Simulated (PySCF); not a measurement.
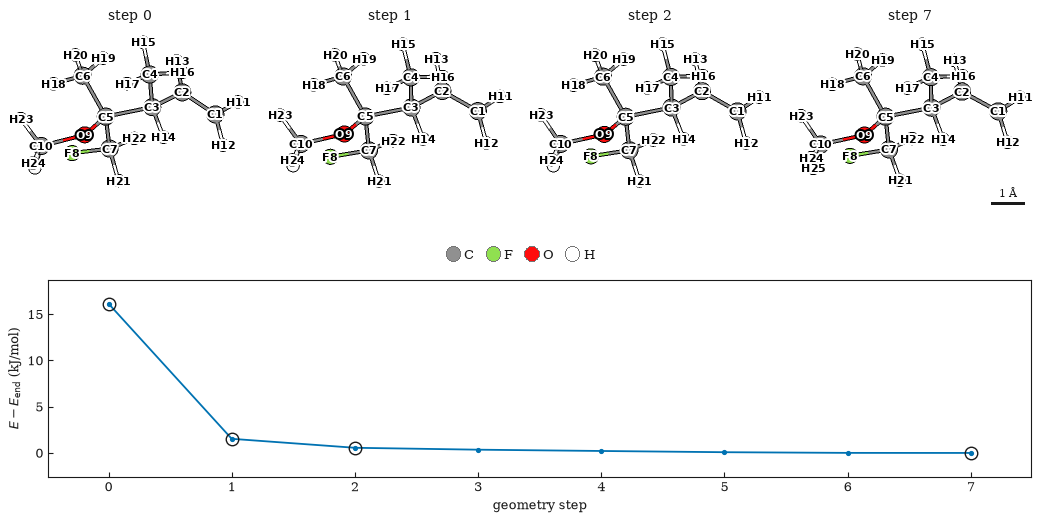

Frames of a relaxation of C8H15FO, marked on the history of the run. Style: ball-and-stick. Shown from a free direction.

The start comes from GFN2-xTB. Its atoms were then displaced at random by about 0.01 Å.

Theory: PBE0-D3(BJ)/def2-SVP geometry optimisation, gas phase (PySCF 2.14.0, density-fitted response routines). 

Q: What happens along the run?

A: Over 7 geometry steps the energy falls by 16.1 kJ/mol. The atom that moves furthest after the best rigid fit is H24 (0.19 Å). Largest moves by element: H 0.19 Å, F 0.14 Å, C 0.14 Å, O 0.03 Å. Near-neighbour distances that change, for instance: C10–H23 1.070 → 1.105 Å, C1–C2 1.308 → 1.334 Å, C2–H13 1.073 → 1.098 Å, C3–C5 1.574 → 1.553 Å. Among the angles between lasting bonds that change: H15–C4–H17 111.6° → 108.5°, C4–C3–C5 109.3° → 111.6°, C3–C4–H17 112.3° → 110.2°. From step 0 to 1: H11 moves most (0.18 Å), energy −14.6 kJ/mol. From step 1 to 2: H23 moves most (0.05 Å), energy −0.97 kJ/mol. From step 2 to 7: H25 moves most (0.11 Å), energy −0.56 kJ/mol.

| step | E − E(0), kJ/mol |
| --- | --- |
| 0 | 0.00 |
| 1 | -14.62 |
| 2 | -15.59 |
| 3 | -15.80 |
| 4 | -15.94 |
| 5 | -16.07 |
| 6 | -16.14 |
| 7 | -16.15 |
